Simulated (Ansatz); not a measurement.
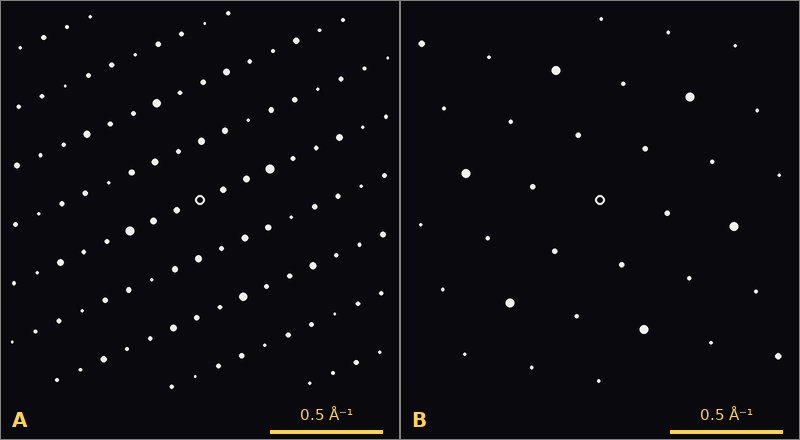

Kinematic electron diffraction patterns (300 kV, B = 0.5 Å², same scale, each along a low-index zone) of two structures of composition NaYPb4, each relaxed at zero pressure with Ansatz, DFT PBE, scalar-relativistic, plane waves, PAW.

The structures (standard cells):
1. P4/mmm (No. 123), a = 5.923 Å, c = 8.722 Å, 6 atoms; generated start, possibly hypothetical
2. F-43m (No. 216), a = 9.193 Å, 24 atoms; generated start, possibly hypothetical

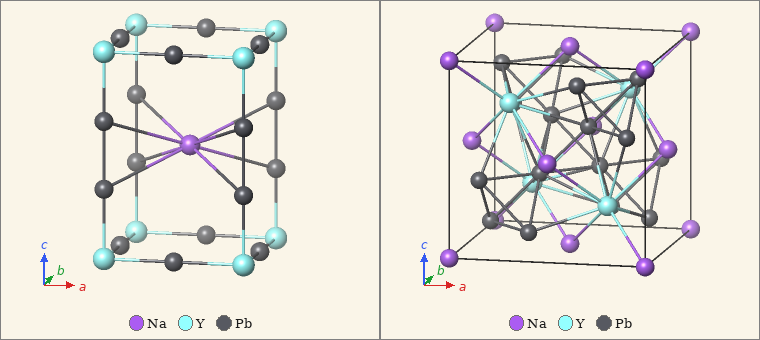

Drawings of the structures 1 to 2, from left to right (each may span several cells).

**Which pattern belongs to which structure, and along which zone?**

A is structure 1 along [110] or an equivalent direction: rectangular net of 0 0 1 at d = 8.72 Å and 1 -1 0 at d = 4.19 Å, 90.0° apart. B is structure 2 along [111] or an equivalent direction: hexagonal net of -2 2 0 at d = 3.25 Å and -2 0 2 at d = 3.25 Å, 60.0° apart.

**Rank the structures by their computed energy.**

Structure 2 (F-43m, 32.37 Å³ an atom) is the lowest of these; structure 1 (P4/mmm, 51.00 Å³ an atom) lies about 440 meV an atom higher. These are static energies at 0 K; other structures, not shown, may lie lower still.
